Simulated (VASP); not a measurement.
Band structure of La2O3 (a-type). Calculation: vdW-DF-cx, VASP's PBE PAW potentials (set 64) (plane waves; VASP).

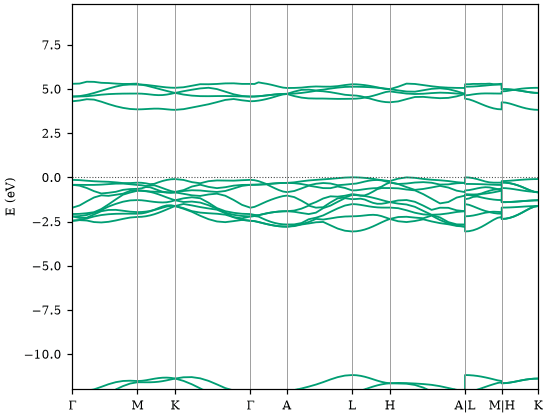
Fig. 1. Bands along high-symmetry lines, zero at the valence-band maximum or, without a gap, the Fermi level

Read the plot: is there a gap, and where are the band edges?

The gap is indirect, 3.82 eV, from the valence maximum at L to the conduction minimum at K. (Edges off the drawn lines would not show.)

The compound is La2O3 in the a-type structure. It was relaxed first.
